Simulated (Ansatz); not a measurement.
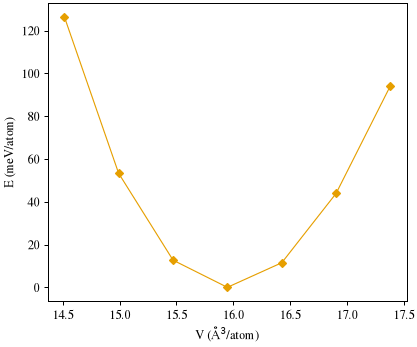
Figure: TaTc (CsCl type, Pm-3m) under volume change, plane-wave PAW r²SCAN (Ansatz code), scaled uniformly.

### Question
What does a third-order Birch–Murnaghan fit give for V₀, B₀ and B′?

### Answer
V₀ = 15.95 Å³/atom, B₀ = 269 GPa, B′ = 4.0.

The workflow started from an entry of the Crystallography Open Database (COD). Its standing as an ambient phase is unchecked. The cell was relaxed with r²SCAN under the symmetry of its start; whether a distortion lowers the energy is not shown. No spin polarisation was allowed. Scalar-relativistic: spin–orbit coupling is off unless named, which matters more the heavier the elements.

Potentials: the later of the program's two PAW sets (Tc and Pm come from another file).
